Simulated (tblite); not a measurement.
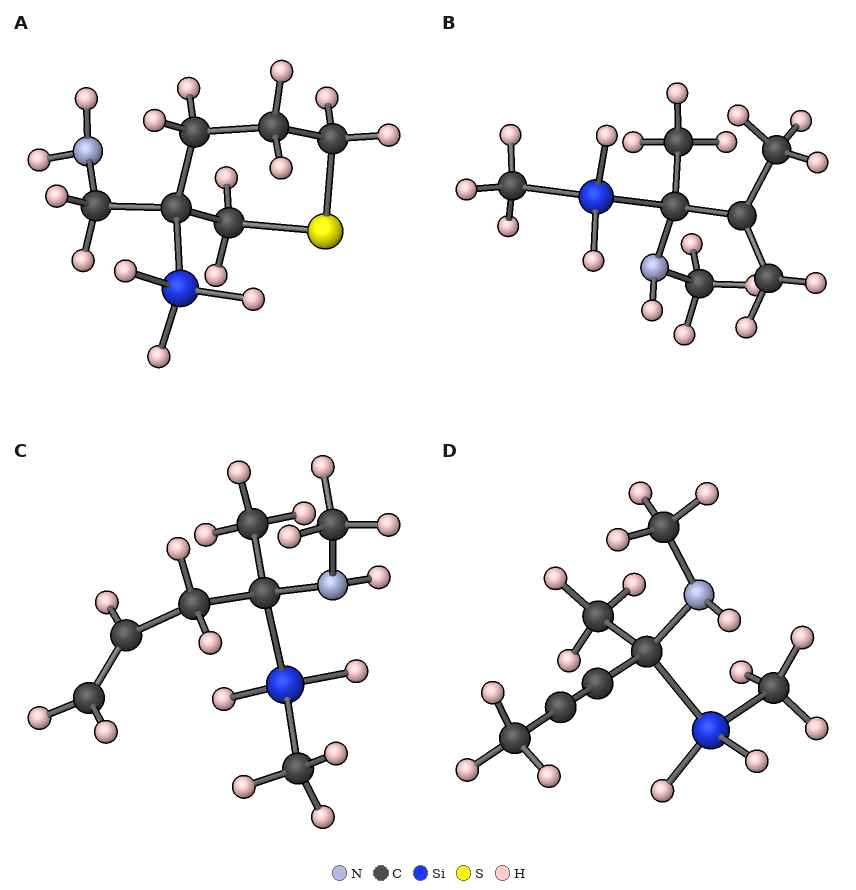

Simulated data, not a measurement (program: tblite).

Which panel belongs to which SMILES?
(1) NC[C@]1([SiH3])CCCSC1
(2) CC#C[C@@](C)(NC)[SiH2]C
(3) C=C(C)[C@@](C)(NC)[SiH2]C
(4) C=CC[C@@](C)(NC)[SiH2]C

Answer. A is (1), B is (3), C is (4), D is (2).
